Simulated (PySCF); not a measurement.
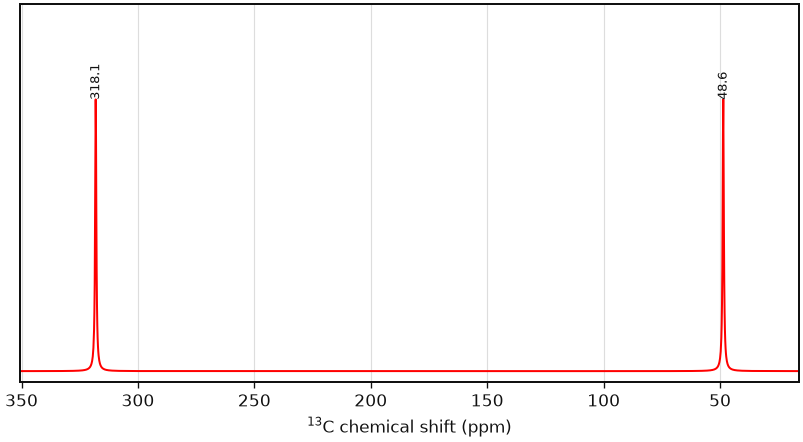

GIAO shifts, B97-2/pcSseg-1 in PySCF, at a PBE0-D3(BJ)/def2-SVP geometry (no frequency check), against TMS for ¹³C computed at the same level. Gas phase, fully decoupled, line heights follow the number of nuclei, widths are arbitrary (no quadrupolar broadening); values of one conformer, averaged over nuclei that symmetry, rotation about single bonds or inversion at nitrogen exchange, these motions taken as fast; other conformers aren't averaged in.

**Which molecule was computed?**
A. CH₁₁NSSi₃, SMILES CS[SiH2]N([SiH3])[SiH3]
B. C₃H₉NSi₂, SMILES CC#C[SiH2]N[SiH3]
C. CH₉Ge₂NO, SMILES [CH3][GeH2][O][GeH2][NH2], singlet
D. C₂H₉Ge₂NS, SMILES C[C](=S)[GeH2][NH][GeH3], singlet

D. Its ¹³C signals: 318.1 (1 C), 48.6 (1 C) ppm.

Note: relativity, spin-orbit coupling included, is left out, which matters for Ge nuclei and their neighbours.
